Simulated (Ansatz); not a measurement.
CF2O2Si

Input

```
crystal:
  periodic: [false, false, false]
  atoms:
    - {symbol: O, position_ang: [1.307603, -1.646418, 0.962296]}
    - {symbol: C, position_ang: [0.629548, -0.835710, 0.462605]}
    - {symbol: O, position_ang: [-0.625133, -1.010617, -0.222484]}
    - {symbol: Si, position_ang: [-0.225017, 0.586529, -0.224433]}
    - {symbol: F, position_ang: [0.092483, 1.265795, -1.598542]}
    - {symbol: F, position_ang: [-1.137284, 1.576520, 0.574360]}
basis:
  gaussian: {orbitals: def2-TZVPP}
hamiltonian: {xc: pbe0, dispersion: d4}
output: {orbitals: {seedname: orbitals}}
```

Command:

```sh
ansatz run in.yaml --threads 2 --pin off --events-out ev --progress --plain --max-ram 4352MiB
```

Geometry: PBE0-D4/def2-TZVP.

Level of theory: RKS PBE0-D4/def2-TZVPP in Ansatz 0.2.0.

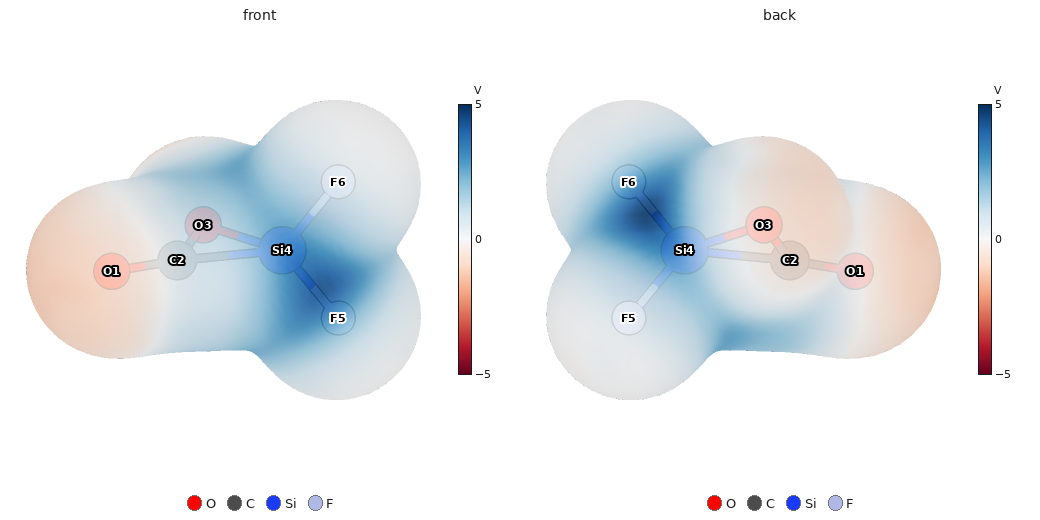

Figure 1. The electrostatic potential painted on the density surface at 0.004 e/bohr³, seen from the front and from behind; red is negative and blue positive.

Describe the electrostatic potential map.

Answer. The most negative region (about −1.1 V) lies over O1, the most positive (about +4.5 V) over Si4. O1 is the likeliest acceptor of a hydrogen bond.

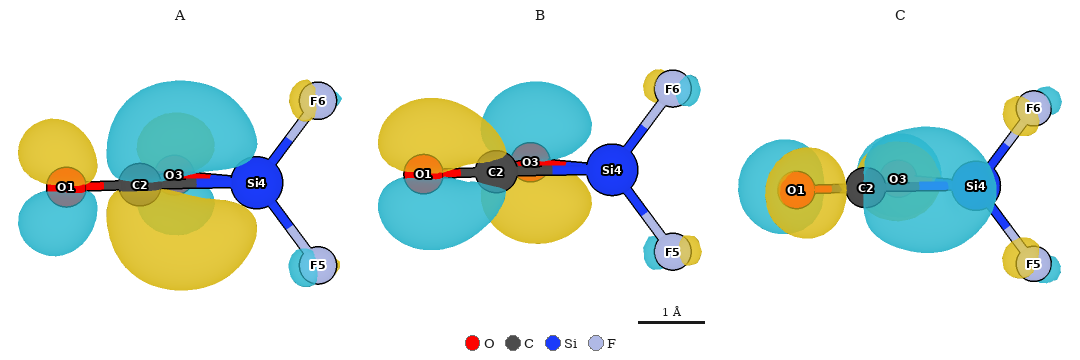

Figure 2. Three frontier orbitals at ±0.15 Å⁻³ᐟ² (yellow and cyan are the two phases), in no order.

Order the three orbitals by energy and name them.

Answer. B is the HOMO−1 (−10.55 eV). By Hirshfeld shares it lies mainly on O3 (about 45 %), O1 (about 35 %) and C2 (about 10 %); largely a combination of lone pairs on O3 and O1. C is the HOMO (−8.38 eV). It lies mainly on O1 (about 35 %), O3 (about 25 %), C2 (about 20 %) and Si4 (about 20 %). A is the LUMO (−1.54 eV). By Hirshfeld shares it lies mainly on C2 (about 40 %), O1 (about 25 %), Si4 (about 20 %) and O3 (about 15 %).

What is the HOMO–LUMO gap?

Answer. 6.84 eV between the orbital energies.

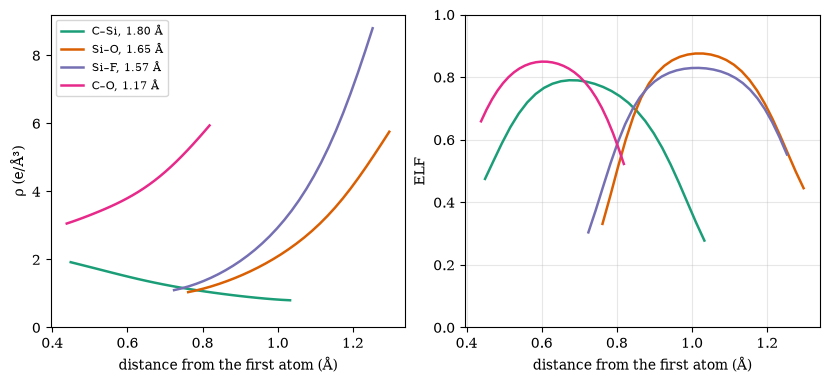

Figure 3. Total electron density and ELF along straight lines between neighbouring atoms. The curves leave out the atomic cores.

Compare the contacts.

Answer. C–Si (1.80 Å): ρ is about 0.93 e/Å³ halfway; the ELF peaks at about 0.80 between the atoms; localised, covalent bonding.
Si–O (1.65 Å): the density is about 1.2 e/Å³ at the midpoint; the ELF peaks at about 0.90 between the atoms, as expected for a polar covalent bond.
Si–F (1.57 Å): ρ at the midpoint is about 1.3 e/Å³; the ELF peaks at about 0.85 in the valence shell of F, 0.5 Å from its nucleus, and is about 0.50 at the midpoint.
C–O (1.17 Å): ρ is about 3.7 e/Å³ halfway; the ELF peaks at about 0.85 between the atoms: a multiple bond.
